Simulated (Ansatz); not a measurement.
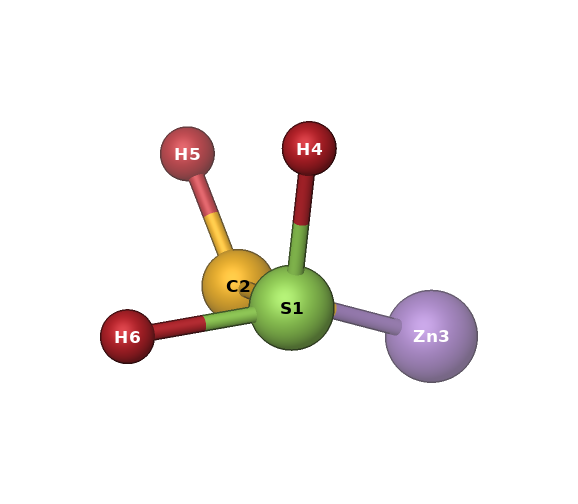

C2 lies behind S1. The molecule seen a little off the S1–C2 bond, S1 in front. Distant atoms are faded towards the background colour. State: charge +1, singlet. The geometry was computed by an optimisation with PBE-D4/def2-SVP. No frequency run is at hand to confirm it as a minimum.

What is the torsion angle H4–S1–C2–Zn3? The sign is positive where the front bond must turn clockwise to cover the back bond.

106°, anticlinal.
